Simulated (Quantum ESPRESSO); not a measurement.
# Sr3Ru2O7: parallel and opposed starts

Wanted: the moments of Sr3Ru2O7 and the energy of each order that was tried.

Program: Quantum ESPRESSO 7.5. Level of theory: LDA; plane waves with GBRV 1.5 LDA potentials, no spin-orbit coupling. Results are calculated unless marked as measured.

### Step 1. Set-up

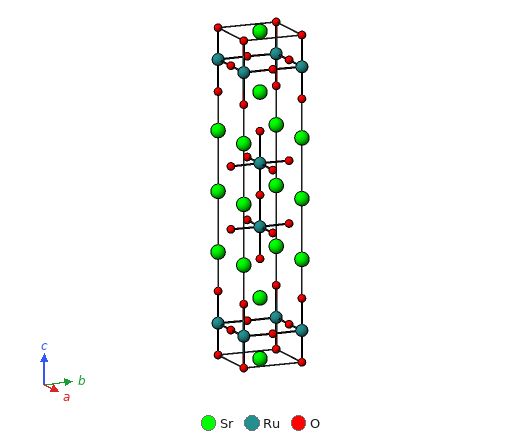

Start, viewed slightly off an axis; strontium green, ruthenium teal, oxygen red. This picture shows the conventional cell, with its axes. Some periodic images of atoms are drawn too.

The cell comes from the Crystallography Open Database.

### Step 2. Run 1, typed as ferro ++

The signs are those of the starting moments on the seeded atoms, the atoms that are given a moment.

pw.in

```
&CONTROL
  calculation = 'scf'
  prefix = 'pwscf'
  outdir = './tmp'
  pseudo_dir = './pseudo'
  disk_io = 'nowf'
/
&SYSTEM
  ibrav = 0
  nat = 12
  ntyp = 3
  ecutwfc = 40
  ecutrho = 280
  nbnd = 70
  occupations = 'smearing'
  smearing = 'fd'
  degauss = 0.00367493
  nspin = 2
  starting_magnetization(1) = 0
  starting_magnetization(2) = 0.125
  starting_magnetization(3) = 0
/
&ELECTRONS
  conv_thr = 2.4d-08
  electron_maxstep = 150
  mixing_beta = 0.3
/
ATOMIC_SPECIES
Sr     87.6200 sr_lda_v1.uspp.F.UPF
Ru    101.0700 ru_lda_v1.2.uspp.F.UPF
O      15.9990 o_lda_v1.2.uspp.F.UPF
CELL_PARAMETERS angstrom
  -1.9451500000    1.9451500000   10.2759950000
   1.9451500000   -1.9451500000   10.2759950000
   1.9451500000    1.9451500000  -10.2759950000
ATOMIC_POSITIONS crystal
Sr      0.5000000000    0.5000000000    0.0000000000
Sr      0.3144000000    0.3144000000    0.0000000000
Sr      0.6856000000    0.6856000000    0.0000000000
Ru      0.0972000000    0.0972000000    0.0000000000
Ru      0.9028000000    0.9028000000    0.0000000000
O       0.0000000000    0.0000000000    0.0000000000
O       0.1952000000    0.1952000000    0.0000000000
O       0.8048000000    0.8048000000    0.0000000000
O       0.5961000000    0.0961000000    0.5000000000
O       0.0961000000    0.5961000000    0.5000000000
O       0.4039000000    0.9039000000    0.5000000000
O       0.9039000000    0.4039000000    0.5000000000
K_POINTS automatic
8 8 8 0 0 0
```

Launch:

```bash
OMP_NUM_THREADS=1 mpirun -n 4 pw.x -nk 4 -in pw.in > pw.out
```

The log of the run:

```text
Program PWSCF v.7.5 starts

     Message from routine setup:
     using ibrav=0 with symmetry is DISCOURAGED, use correct ibrav instead

     K-points division:     npool     =       4
     Subspace diagonalization in iterative solution of the eigenvalue problem:

     G-vector sticks info
     --------------------
     sticks:   dense  smooth     PW     G-vecs:    dense   smooth      PW
     Sum        4497    2567    915                83095    35859    7599

     Using Slab Decomposition

     bravais-lattice index     =            0
     lattice parameter (alat)  =      20.1026  a.u.
     unit-cell volume          =    1049.5102 (a.u.)^3
     number of atoms/cell      =           12
     number of atomic types    =            3
     number of electrons       =       104.00
     number of Kohn-Sham states=           70
     kinetic-energy cutoff     =      40.0000  Ry
     charge density cutoff     =     280.0000  Ry
     scf convergence threshold =      2.4E-08
     mixing beta               =       0.3000
     number of iterations used =            8  plain     mixing
     Exchange-correlation= SLA  PZ   NOGX NOGC
                           (   1   1   0   0   0   0   0)

     celldm(1)=  20.102573  celldm(2)=   0.000000  celldm(3)=   0.000000
     celldm(4)=   0.000000  celldm(5)=   0.000000  celldm(6)=   0.000000

     crystal axes: (cart. coord. in units of alat)
               a(1) = (  -0.182852   0.182852   0.965987 )
               a(2) = (   0.182852  -0.182852   0.965987 )
               a(3) = (   0.182852   0.182852  -0.965987 )

     reciprocal axes: (cart. coord. in units 2 pi/alat)
               b(1) = (  0.000000  2.734448  0.517606 )
               b(2) = (  2.734448  0.000000  0.517606 )
               b(3) = (  2.734448  2.734448  0.000000 )

     PseudoPot. # 1 for Sr read from file:
     sr_lda_v1.uspp.F.UPF
     Pseudo is Ultrasoft + core correction, Zval = 10.0
     Generated by new atomic code, or converted to UPF format
     Using radial grid of  883 points,  6 beta functions with:
                l(1) =   0
                l(2) =   0
                l(3) =   1
                l(4) =   1
                l(5) =   2
                l(6) =   2
     Q(r) pseudized with  6 coefficients,  rinner =    1.400   1.400   1.400
                                                       1.400   1.400

     PseudoPot. # 2 for Ru read from file:
     ru_lda_v1.2.uspp.F.UPF
     Pseudo is Ultrasoft + core correction, Zval = 16.0
     Generated by new atomic code, or converted to UPF format
     Using radial grid of  967 points,  6 beta functions with:
                l(1) =   0
                l(2) =   0
                l(3) =   1
                l(4) =   1
                l(5) =   2
                l(6) =   2
     Q(r) pseudized with  8 coefficients,  rinner =    1.300   1.300   1.300
                                                       1.300   1.300

     PseudoPot. # 3 for O  read from file:
     o_lda_v1.2.uspp.F.UPF
     Pseudo is Ultrasoft + core correction, Zval =  6.0
     Generated by new atomic code, or converted to UPF format
     Using radial grid of  737 points,  5 beta functions with:
                l(1) =   0
                l(2) =   0
                l(3) =   1
                l(4) =   1
                l(5) =   2
     Q(r) pseudized with  8 coefficients,  rinner =    0.900   0.900   0.900
                                                       0.900   0.900

     atomic species   valence    mass     pseudopotential
     Sr               10.00    87.62000     Sr( 1.00)
     Ru               16.00   101.07000     Ru( 1.00)
     O                 6.00    15.99900     O ( 1.00)

     Starting magnetic structure
     atomic species   magnetization
     Sr              0.000
     Ru              0.125
     O               0.000

     16 Sym. Ops., with inversion, found

   Cartesian axes

     site n.     atom                  positions (alat units)
         1        Sr     tau(   1) = (   0.0000000   0.0000000   0.9659866  )
         2        Sr     tau(   2) = (   0.0000000   0.0000000   0.6074124  )
         3        Sr     tau(   3) = (  -0.0000000  -0.0000000   1.3245608  )
         4        Ru     tau(   4) = (  -0.0000000  -0.0000000   0.1877878  )
         5        Ru     tau(   5) = (  -0.0000000  -0.0000000   1.7441854  )
         6        O      tau(   6) = (   0.0000000   0.0000000   0.0000000  )
         7        O      tau(   7) = (   0.0000000   0.0000000   0.3771212  )
         8        O      tau(   8) = (   0.0000000   0.0000000   1.5548520  )
         9        O      tau(   9) = (   0.0000000   0.1828523   0.1856626  )
        10        O      tau(  10) = (   0.1828523   0.0000000   0.1856626  )
        11        O      tau(  11) = (   0.1828523  -0.0000000   0.7803240  )
        12        O      tau(  12) = (  -0.0000000   0.1828523   0.7803240  )

     number of k points=    59  Fermi-Dirac smearing, width (Ry)=  0.0037
                       cart. coord. in units 2pi/alat
        k(    1) = (   0.0000000   0.0000000   0.0000000), wk =   0.0019531
        k(    2) = (   0.3418060   0.3418060   0.0000000), wk =   0.0078125
        k(    3) = (   0.6836120   0.6836120   0.0000000), wk =   0.0078125
        k(    4) = (   1.0254180   1.0254180   0.0000000), wk =   0.0078125
        k(    5) = (  -1.3672241  -1.3672241   0.0000000), wk =   0.0039062
        [... 54 further k-points ...]

     Dense  grid:    83095 G-vectors     FFT dimensions: ( 108, 108, 108)

     Smooth grid:    35859 G-vectors     FFT dimensions: (  81,  81,  81)

     Check: negative core charge=   -0.000003
     Generating pointlists ...
     new r_m :   0.0950 (alat units)  1.9096 (a.u.) for type    1
     new r_m :   0.0754 (alat units)  1.5164 (a.u.) for type    2
     new r_m :   0.0754 (alat units)  1.5164 (a.u.) for type    3

     Initial potential from superposition of free atoms

     starting charge     101.9188, renormalised to     104.0000

     negative rho (up, down):  1.744E-01 1.571E-01
     Starting wfcs are   93 randomized atomic wfcs

     Self-consistent Calculation

     iteration #  1     ecut=    40.00 Ry     beta= 0.30
     Davidson diagonalization with overlap
     ethr =  1.00E-02,  avg # of iterations =  2.1

     negative rho (up, down):  1.715E-01 1.612E-01

     total energy              =    -825.58431281 Ry
     estimated scf accuracy    <       4.05806696 Ry

     total magnetization       =     2.87 Bohr mag/cell
     absolute magnetization    =     2.93 Bohr mag/cell

     iteration #  2     ecut=    40.00 Ry     beta= 0.30
     Davidson diagonalization with overlap
     ethr =  3.90E-03,  avg # of iterations =  2.0

     negative rho (up, down):  1.702E-01 1.641E-01

     total energy              =    -826.30673085 Ry
     estimated scf accuracy    <       0.35471665 Ry

     total magnetization       =     3.31 Bohr mag/cell
     absolute magnetization    =     3.38 Bohr mag/cell

     iteration #  3     ecut=    40.00 Ry     beta= 0.30
     Davidson diagonalization with overlap
     ethr =  3.41E-04,  avg # of iterations =  6.9

     negative rho (up, down):  1.695E-01 1.671E-01

     total energy              =    -826.33343887 Ry
     estimated scf accuracy    <       0.10269836 Ry

     total magnetization       =     2.73 Bohr mag/cell
     absolute magnetization    =     2.80 Bohr mag/cell

     [... further iterations left out ...]

     iteration # 18     ecut=    40.00 Ry     beta= 0.30
     Davidson diagonalization with overlap
     ethr =  4.02E-10,  avg # of iterations =  2.4

     negative rho (up, down):  1.702E-01 1.725E-01

     total energy              =    -826.33894503 Ry
     estimated scf accuracy    <       0.00000025 Ry

     total magnetization       =     1.17 Bohr mag/cell
     absolute magnetization    =     1.18 Bohr mag/cell

     iteration # 19     ecut=    40.00 Ry     beta= 0.30
     Davidson diagonalization with overlap
     ethr =  2.38E-10,  avg # of iterations =  3.7

     negative rho (up, down):  1.702E-01 1.725E-01

     total energy              =    -826.33895033 Ry
     estimated scf accuracy    <       0.00000009 Ry

     total magnetization       =     1.13 Bohr mag/cell
     absolute magnetization    =     1.14 Bohr mag/cell

     iteration # 20     ecut=    40.00 Ry     beta= 0.30
     Davidson diagonalization with overlap
     ethr =  8.65E-11,  avg # of iterations =  2.0

     negative rho (up, down):  1.702E-01 1.725E-01

     total energy              =    -826.33894944 Ry
     estimated scf accuracy    <       0.00000005 Ry

     total magnetization       =     1.13 Bohr mag/cell
     absolute magnetization    =     1.14 Bohr mag/cell

     iteration # 21     ecut=    40.00 Ry     beta= 0.30
     Davidson diagonalization with overlap
     ethr =  4.43E-11,  avg # of iterations =  3.7

     negative rho (up, down):  1.702E-01 1.725E-01

     Magnetic moment per site  (integrated on atomic sphere of radius R)
     atom   1 (R=0.095)  charge=  6.9886  magn=  0.0020
     atom   2 (R=0.095)  charge=  7.0078  magn=  0.0014
     atom   3 (R=0.095)  charge=  7.0078  magn=  0.0014
     atom   4 (R=0.075)  charge= 11.1249  magn=  0.2829
     atom   5 (R=0.075)  charge= 11.1249  magn=  0.2829
     atom   6 (R=0.075)  charge=  5.3483  magn=  0.0337
     atom   7 (R=0.075)  charge=  5.2755  magn=  0.0103
     atom   8 (R=0.075)  charge=  5.2755  magn=  0.0103
     atom   9 (R=0.075)  charge=  5.3679  magn=  0.0577
     atom  10 (R=0.075)  charge=  5.3679  magn=  0.0577
     atom  11 (R=0.075)  charge=  5.3679  magn=  0.0577
     atom  12 (R=0.075)  charge=  5.3679  magn=  0.0577

     End of self-consistent calculation

     Number of k-points >= 100: set verbosity='high' to print the bands.

     the Fermi energy is    11.9294 ev

!    total energy              =    -826.33895081 Ry
     estimated scf accuracy    <       0.00000001 Ry
     smearing contrib. (-TS)   =      -0.00554627 Ry
     internal energy E=F+TS    =    -826.33340454 Ry

     The total energy is F=E-TS. E is the sum of the following terms:
     one-electron contribution =    -329.59144605 Ry
     hartree contribution      =     222.76717478 Ry
     xc contribution           =    -156.75240618 Ry
     ewald contribution        =    -562.75672709 Ry

     total magnetization       =     1.11 Bohr mag/cell
     absolute magnetization    =     1.12 Bohr mag/cell

     convergence has been achieved in  21 iterations

=------------------------------------------------------------------------------=
   JOB DONE.
=------------------------------------------------------------------------------=
```

Wall time 21 min (4 MPI ranks of Intel Xeon Platinum 8375C at 2.90GHz (Ice Lake), shared host); peak memory 1.7 GiB.

Spin moment in the atom's sphere by atom:

```tsv
atom	spin moment in the atom's sphere (μB)
Sr1	0.002
Sr2	0.001
Sr3	0.001
Ru4	0.283
Ru5	0.283
O6	0.034
O7	0.010
O8	0.010
O9	0.058
O10	0.058
O11	0.058
O12	0.058
```

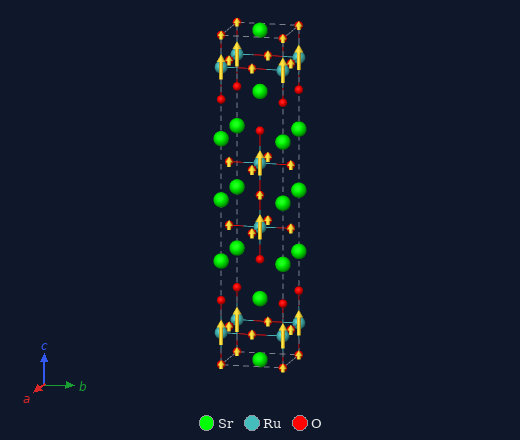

Spin moment in the atom's sphere as arrows, the longest 0.283 μB. Up and down stand for the sign. Arrows give size and sign along the axis of quantisation, drawn up and down the page. Each arrow also spans its atom, so small moments look longer than they are. Some periodic images of atoms are drawn too.

Read from the output:

| Quantity | Value |
| --- | --- |
| smearing term TS | 0.07546 eV |
| magnetization | 1.108 μB |
| absolute magnetization | 1.119 μB |
| final state | ferromagnetic |

(Part 1 of 2 ends here.)

[Logs and program files are shortened in this print: banners, set-up blocks, solver, clock and traceback lines can be left out without a mark of their own.]

[Logs are printed without paths, hosts, clocks, repeated set-up lines and the standing remarks that a program may print on its own settings, such as how far it seeks lower states.]

[Hosts, paths, dates, database ids (printed as entryN), source tags and the programs' standing remarks are cut or masked in the printed files.]

[Where a cell is said to come from a database of computed structures, the database is the Materials Project.]
